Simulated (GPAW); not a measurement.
The O K edge of atom 5 in CrClO (Pmmn), with 2 Cr at 1.98 Å and 2 Cr at 2.03 Å (4-fold, site symmetry mm2), was computed in 2 ways: full core hole (charged cell) and no core hole. Program and functional: GPAW, LDA + U, Gaussian full width 0.9 eV up to 4 eV, rising linearly to 3.5 eV at 25 eV; cells of 6 and 12 atoms (the run without a hole in the smaller).

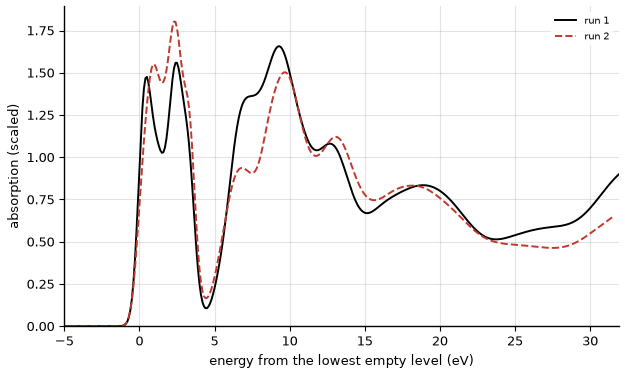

Each run is counted from its own lowest empty level or Fermi level and scaled to a mean of 1 over its first 20 eV.

Which run is which?

Run 1: full core hole (charged cell) (area from −2 to 6 eV 5.6, main maxima 0.5 eV (1.48), 2.5 eV (1.56), 9.3 eV (1.66) and 12.7 eV (1.08)). Run 2: no core hole (area from −2 to 6 eV 6.4, main maxima 1.0 eV (1.55), 2.3 eV (1.80), 9.7 eV (1.50) and 13.1 eV (1.12)). With each curve scaled to its own mean, the area from −2 to 6 eV with the hole is 5.6 against 6.4, and the centre of weight from −1 to 20 eV moves by +0.1 eV (first and strongest maxima below 20 eV: 1.0 eV (1.55), 2.3 eV (1.80) and 9.7 eV (1.50) without the hole, 0.5 eV (1.48), 2.5 eV (1.56) and 9.3 eV (1.66) with it): the weight at the onset falls, probably as the absorber's own filled states drop away from the neighbours' empty ones and mix less with them.

[Hosts, paths, dates, database ids (printed as entryN), source tags and the programs' standing remarks are cut or masked in the printed files.]

[Lists of maxima count a maximum above −3 eV only where it reaches 4 % of the highest in the window and stands out from its surroundings by 2 % of it (1.5 % where it reaches 55 %); shoulders and weaker maxima are passed over, and of the rest the first, up to two pre-edge ones and the few strongest are named.]
